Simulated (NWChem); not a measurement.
# C2H4Si (SMILES C#C[SiH3]) at 6 levels

We compute a comparison of 6 runs (HF/STO-3G, HF/3-21G, HF/6-311+G**, SVWN5/6-311+G**, M06-2X/pcseg-2, MP2/6-311+G**) of C2H4Si. 

The results are computed with NWChem 7.3.0.

## Step 1: The molecule

The species is C2H4Si (7 atoms), meant as a singlet with charge 0. SMILES: `C#C[SiH3]`. The coordinates come from a PBE0-D4/def2-TZVP relaxation.

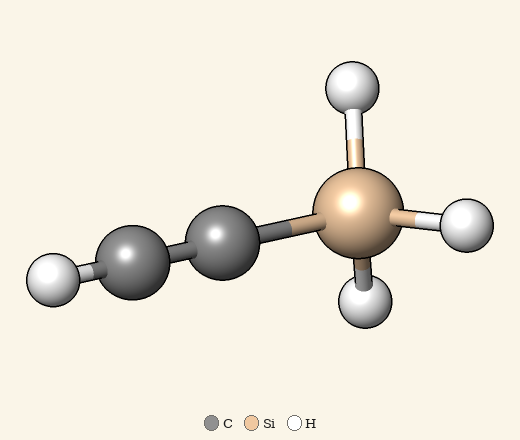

Viewed from a chosen angle; carbon grey, silicon light orange, hydrogen white.

## Step 2: Energy and forces at HF/STO-3G (run 1)

The input, run.py:

```python
from ase import Atoms
from ase.calculators.nwchem import NWChem

molecule = Atoms(['C', 'C', 'Si', 'H', 'H', 'H', 'H'], positions=[
    [-0.580700, -1.871400, 0.172200],
    [-0.218500, -0.726500, 0.062400],
    [0.329800, 1.004300, -0.103800],
    [-0.901000, -2.883500, 0.269300],
    [-0.094500, 1.528300, -1.425000],
    [-0.281700, 1.818100, 0.974900],
    [1.807900, 1.062900, 0.004400],
])

calc = NWChem(
    label='geom',
    theory='scf',
    memory='2200 mb',
    basis='STO-3G',
    basispar='spherical bse',
    scf={'nopen': '0', 'rhf': None, 'thresh': '1e-08', 'maxiter': '80', 'print': 'low'},
)
molecule.calc = calc

forces = molecule.get_forces()
print("Total energy (eV):", round(molecule.get_potential_energy(), 6))
print("forces (eV/A):")
for s, f in zip(molecule.symbols, forces):
    print(f"{s:2s} {f[0]:10.5f} {f[1]:10.5f} {f[2]:10.5f}")
```

Run with:

```console
$ export ASE_NWCHEM_COMMAND="nwchem PREFIX.nwi > PREFIX.nwo"
$ python run.py
```

Output:

```text
Total energy (eV): -9868.339163
forces (eV/A):
C     1.38598    4.38353   -0.42017
C    -1.30777   -4.13840    0.39662
Si    0.41287    1.30710   -0.12835
H    -0.00674   -0.02139    0.00201
H     0.46599   -0.57510    1.45041
H     0.67039   -0.89171   -1.18199
H    -1.62072   -0.06412   -0.11853
```

The calculator wrote geom.nwi:

```
title "geom"

permanent_dir geom

scratch_dir geom

start geom

geometry units angstrom nocenter noautosym noautoz
  C  -5.8069999999999999e-01 -1.8714000000000000e+00 1.7219999999999999e-01
  C  -2.1850000000000000e-01 -7.2650000000000003e-01 6.2399999999999997e-02
  Si 3.2979999999999998e-01 1.0043000000000000e+00 -1.0380000000000000e-01
  H  -9.0100000000000002e-01 -2.8835000000000002e+00 2.6929999999999998e-01
  H  -9.4500000000000001e-02 1.5283000000000000e+00 -1.4250000000000000e+00
  H  -2.8170000000000001e-01 1.8181000000000000e+00 9.7489999999999999e-01
  H  1.8079000000000001e+00 1.0629000000000000e+00 4.4000000000000003e-03
end

memory 2200 mb

basis spherical bse noprint
   * library STO-3G
end

scf
  nopen 0
  rhf
  thresh 1e-08
  maxiter 80
  print low
end

task scf gradient
```

geom.nwo:

```text
Northwest Computational Chemistry Package (NWChem) 7.3.0
             --------------------------------------------------------

           Job information
           ---------------

    nwchem branch   = 7.3.0
    use scalapack   = T
    input           = geom.nwi
    prefix          = geom.
    data base       = geom/geom.db
    status          = startup
    nproc           =        1

           Memory information
           ------------------

[... 5 lines left out ...]
    hardfail = no
[... 111 lines left out ...]
       Final RHF  results
[... 3 lines left out ...]
      One-electron energy =   -666.927039500633
[... 1 line left out ...]
 Nuclear repulsion energy =     83.047896751234
[... 18 lines left out ...]
 Task  times  cpu:        1.6s     wall:        1.6s
 Total times  cpu:        1.7s     wall:        1.7s
```

Run time: 3.3 s. Hardware: 1 thread of AMD EPYC, shared host; peak memory 0.099 GiB.

## Step 3: Energy and gradient at HF/3-21G (run 2)

The input, m1.nw:

```
start m1
title "C2H4Si gradient"
memory stack 880 mb heap 220 mb global 1100 mb

geometry units angstroms noautosym nocenter noautoz
  C     -0.580700    -1.871400     0.172200
  C     -0.218500    -0.726500     0.062400
  Si     0.329800     1.004300    -0.103800
  H     -0.901000    -2.883500     0.269300
  H     -0.094500     1.528300    -1.425000
  H     -0.281700     1.818100     0.974900
  H      1.807900     1.062900     0.004400
end

basis spherical bse
  C library 3-21G
  Si library 3-21G
  H library 3-21G
end

scf
  thresh 1e-08
  maxiter 80
  print medium
end

task scf gradient
```

Run with:

```console
$ nwchem m1.nw > m1.out
```

Output:

```text
[...]
  functions       =    39
[...]
  wavefunction    = RHF
[...]
         Total SCF energy =   -364.964092722076
      One-electron energy =   -667.298628564592
      Two-electron energy =    219.286639091281
 Nuclear repulsion energy =     83.047896751235
        Time for solution =      1.4s
[...]
                         RHF ENERGY GRADIENTS
    atom               coordinates                        gradient
                 x          y          z           x          y          z
   1 C      -1.097364  -3.536433   0.325411   -0.004382  -0.013933   0.001329
   2 C      -0.412905  -1.372886   0.117919    0.013480   0.042695  -0.004089
   3 Si      0.623232   1.897852  -0.196154   -0.004904  -0.015550   0.001532
   4 H      -1.702643  -5.449025   0.508903   -0.003441  -0.010861   0.001043
   5 H      -0.178579   2.888068  -2.692860   -0.000270  -0.000773   0.000025
   6 H      -0.532336   3.435711   1.842294   -0.000260  -0.000786   0.000084
   7 H       3.416436   2.008590   0.008315   -0.000223  -0.000792   0.000077
[...]
```

Wall time 2.6 s (1 thread of AMD EPYC, shared host); peak memory 0.098 GiB.

Runs 3 to 5 aren't shown in full; the table further down has their settings and results.

## Step 4: Energy and forces at MP2/6-311+G(d,p) (run 6)

The input, mol.nw:

```
start mol
memory 2200 mb

geometry units angstroms noautosym nocenter noautoz
   C     -0.580700    -1.871400     0.172200
   C     -0.218500    -0.726500     0.062400
   Si     0.329800     1.004300    -0.103800
   H     -0.901000    -2.883500     0.269300
   H     -0.094500     1.528300    -1.425000
   H     -0.281700     1.818100     0.974900
   H      1.807900     1.062900     0.004400
end

basis spherical bse
   * library 6-311+G**
end

scf
   singlet
   rhf
   thresh 1e-08
   maxiter 80
   print low
end

mp2
   freeze core 7
   tight
end

task mp2 gradient
```

Run with:

```console
$ nwchem mol.nw > mol.out
```

Output:

```text
[...]
  functions       =    98
[...]
  wavefunction    = RHF
[...]
         Total SCF energy =   -366.960764474037
      One-electron energy =   -669.904001431451
      Two-electron energy =    219.895340206179
 Nuclear repulsion energy =     83.047896751235
        Time for solution =     23.2s
[...]
          Total MP2 energy          -367.331016379057
[...]
                         mp2 ENERGY GRADIENTS
    atom               coordinates                        gradient
                 x          y          z           x          y          z
   1 C      -1.097364  -3.536433   0.325411    0.011947   0.037757  -0.003622
   2 C      -0.412905  -1.372886   0.117919   -0.010837  -0.034236   0.003283
   3 Si      0.623232   1.897852  -0.196154   -0.002122  -0.006734   0.000688
   4 H      -1.702643  -5.449025   0.508903    0.000020   0.000059  -0.000006
   5 H      -0.178579   2.888068  -2.692860   -0.001063   0.001203  -0.003221
   6 H      -0.532336   3.435711   1.842294   -0.001503   0.001887   0.002609
   7 H       3.416436   2.008590   0.008315    0.003559   0.000064   0.000268
[...]
```

Wall time 65 s (1 thread of AMD EPYC, shared host); peak memory 0.26 GiB.

## Step 5: Overview of the runs

| run | level | iteration cap | module | energy (Eh) | largest force (eV/Å) | wall time |
| --- | --- | --- | --- | --- | --- | --- |
| 1 | HF/STO-3G | 80 | scf | -362.654778 | 4.617 | 3.3 s |
| 2 | HF/3-21G | 80 | scf | -364.964093 | 2.312 | 2.6 s |
| 3 | HF/6-311+G** | 80 | scf | -366.960764 | 2.048 | 32 s |
| 4 | SVWN5/6-311+G** | 100 | dft | -366.156346 | 0.896 | 30 s |
| 5 | M06-2X/pcseg-2 | 100 | dft | -368.024967 | 0.515 | 1.9 min |
| 6 | MP2/6-311+G** | 80 | mp2 | -367.331016 | 2.045 | 65 s |

## Step 6: Results

| quantity | value |
| --- | --- |
| run 6: total energy | -367.33102 Eh |
| run 6: dipole moment (of the density that the program reports) | 0.38 D |
| run 6: correlation energy (7 core orbitals frozen) | -370.3 mEh |
| run 6: largest force on an atom | 2.045 eV/Å |

**Reading.** Over runs 2, 3, 4, 5, 6 the dipole moment (its size) runs from 0.23 D (SVWN5/6-311+G**) to 0.48 D (HF/3-21G). The two ends differ in method and basis. Totals of different functionals can't be ranked against each other. In run 1 the basis is minimal, so the values are rough. All runs together took 4.1 min, the longest 1.9 min.
